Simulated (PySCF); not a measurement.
# C₂H₁₃B₂NSi₂ (SMILES B[SiH2][SiH2]NB(C)C): what the fields show

```yaml
atoms:
  - { symbol: B, position_ang: [1.8040, 1.5784, -0.4953] }
  - { symbol: Si, position_ang: [2.5114, -0.1970, -0.0648] }
  - { symbol: Si, position_ang: [0.8981, -1.8752, -0.1083] }
  - { symbol: N, position_ang: [-0.6243, -1.2120, 0.4744] }
  - { symbol: B, position_ang: [-1.3291, -0.0873, 0.0467] }
  - { symbol: C, position_ang: [-0.7611, 0.7528, -1.1765] }
  - { symbol: C, position_ang: [-2.6647, 0.3741, 0.7727] }
  - { symbol: H, position_ang: [2.0186, 2.0731, -1.5403] }
  - { symbol: H, position_ang: [1.4891, 2.3136, 0.3679] }
  - { symbol: H, position_ang: [3.1723, -0.2772, 1.2588] }
  - { symbol: H, position_ang: [3.5903, -0.6779, -0.9579] }
  - { symbol: H, position_ang: [0.6031, -2.4359, -1.4403] }
  - { symbol: H, position_ang: [1.0780, -3.0388, 0.7736] }
  - { symbol: H, position_ang: [-1.0271, -1.7181, 1.2487] }
  - { symbol: H, position_ang: [-1.4144, 1.5588, -1.5040] }
  - { symbol: H, position_ang: [-0.5333, 0.1285, -2.0387] }
  - { symbol: H, position_ang: [0.1948, 1.2248, -0.8785] }
  - { symbol: H, position_ang: [-2.5361, 1.3595, 1.2198] }
  - { symbol: H, position_ang: [-2.9868, -0.3020, 1.5627] }
  - { symbol: H, position_ang: [-3.4880, 0.4682, 0.0664] }
```

Geometry: GFN2-xTB.

Method: PBE0/pcSseg-1, SCF density, gas phase, non-relativistic (PySCF 2.14.0).

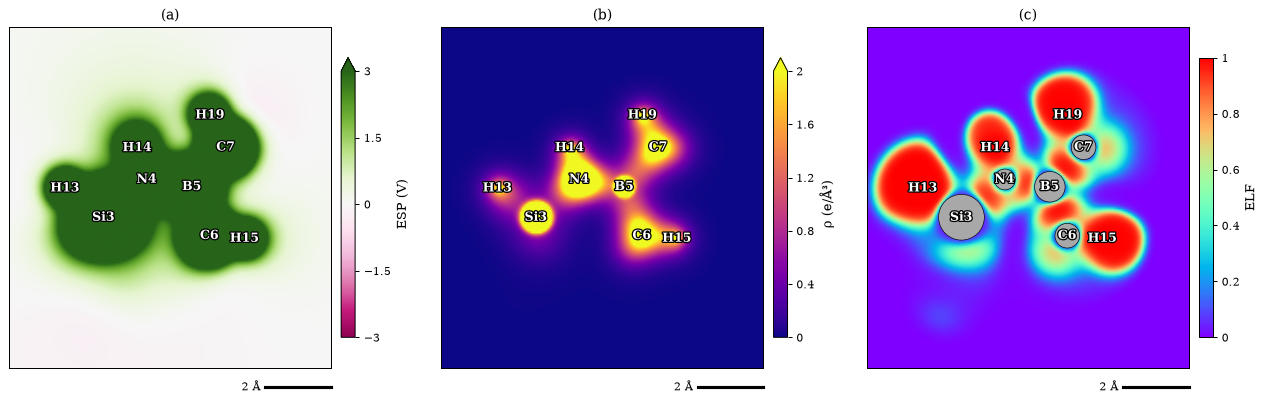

Figure 1. (a) molecular electrostatic potential; (b) electron density; (c) electron localisation function on the plane of atoms B5, N4 and H14. Grey discs cover the atomic cores in the ELF map.

Interpret the plot.

Answer. The plane passes through Si, N, B, C and H nuclei. B–N (1.39 Å): the density is about 1.9 e/Å³ at the midpoint; the ELF peaks at about 0.90 between the atoms; a polar covalent bond. C–B (1.59 Å): ρ is about 1.4 e/Å³ halfway; the ELF peaks at about 1 between the atoms; a shared electron pair. Si–N (1.76 Å): ρ is about 1 e/Å³ halfway; the ELF peaks at about 0.95 between the atoms; a polar covalent bond. N–H (1.01 Å): ρ is about 2.8 e/Å³ halfway; the ELF climbs to about 1 towards the hydrogen, as it does in any bond to H; a covalent bond by its length. C–H (1.09 Å): the density is about 2 e/Å³ at the midpoint; the ELF climbs to about 1 towards the hydrogen (a covalent bond by its length). The potential has no marked negative region in this plane.

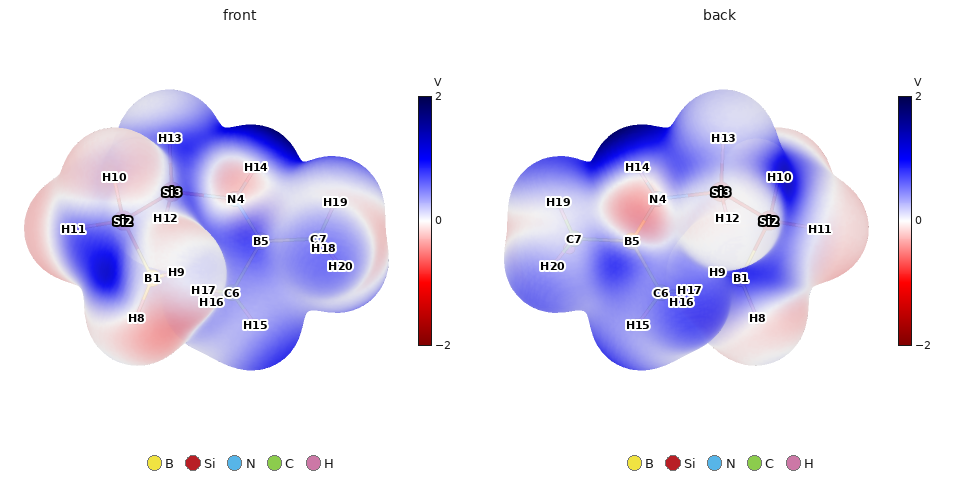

Figure 2. The molecular electrostatic potential painted on the density surface at 0.002 e/bohr³, seen from the front and from behind; red is negative and blue positive.

Where is the surface potential most negative and most positive?

Answer. The most negative region (about −0.4 V) lies over N4, the most positive (about +1.7 V) over H14.
